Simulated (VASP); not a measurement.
Band structure of InP (zinc blende). Computed with PBE0 hybrid, VASP's PBE PAW potentials (set 64) (plane waves; VASP).

Unless said otherwise, spin-orbit coupling is left out, though it shifts the bands of the heavy elements here.

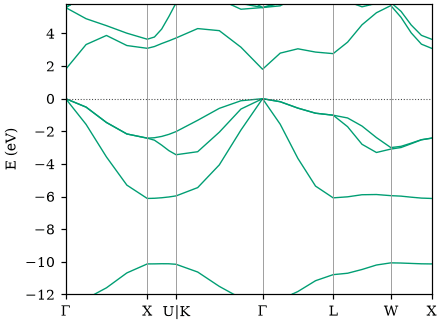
Fig. 1. Bands along high-symmetry lines, zero at the valence-band maximum or, without a gap, the Fermi level

### Question
Read the plot: is there a gap, and where are the band edges?

### Answer
The gap is direct, 1.80 eV, from the valence maximum at Γ to the conduction minimum at Γ.

Measured: gap 1.47 eV (computed value off by +0.33 eV), as given by Wei Chen et al., Physical Review Materials (2018), doi:10.1103/physrevmaterials.2.073803 [zero-point renormalisation of 0.05 eV added back (the table's ZPR column)].

The compound is InP in the zinc blende structure. It was relaxed first. The cell's shape comes from a PBE relaxation.
